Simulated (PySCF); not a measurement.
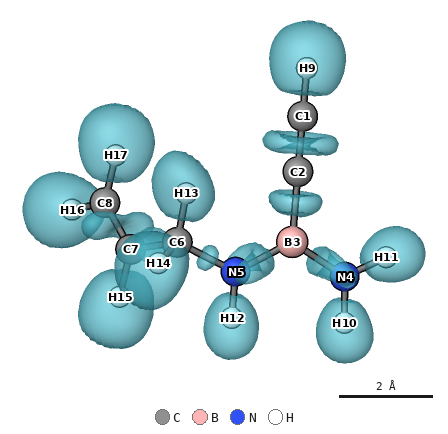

*C5H9BN2. Isosurface of the electron localisation function at 0.85 (cyan), seen across its widest extent. Only the valence region is drawn (cores and ρ < 0.01 e/Å³ removed).*

Geometry: GFN2-xTB.

These are results of PySCF, B3LYP/def2-SVPD, SCF density, gas phase, not measurements.

```xyz
17

C     2.2459    0.1261    1.8876
C     1.8459   -0.0750    0.7721
B     1.3440   -0.3284   -0.6498
N     2.2472   -0.2305   -1.7247
N     0.0004   -0.6736   -0.8745
C    -1.0524   -0.7507    0.1131
C    -2.0723    0.3353   -0.0859
C    -2.3602    1.2594    0.8098
H     2.5968    0.3019    2.8639
H     1.9900   -0.3838   -2.6831
H     3.2177   -0.0091   -1.6017
H    -0.3311   -0.8134   -1.8171
H    -0.5972   -0.6606    1.1009
H    -1.5541   -1.7294    0.0465
H    -2.5611    0.3350   -1.0528
H    -3.0898    2.0302    0.6261
H    -1.8767    1.2786    1.7725
```

Describe the localisation domains.

Answer. The surface consists of one region between bonded B–C atoms (shared pairs), two regions between bonded B–N atoms (shared pairs), three regions between bonded C–C atoms (shared pairs), one region between bonded C–N atoms (shared pairs) and nine regions around hydrogen nuclei. Along the contacts the grid gives the following. C–C (1.20 Å): the ELF peaks at about 0.85 between the atoms (a multiple bond). B–N (1.41 Å): the ELF peaks at about 0.95 between the atoms: a short, strongly polar bond.
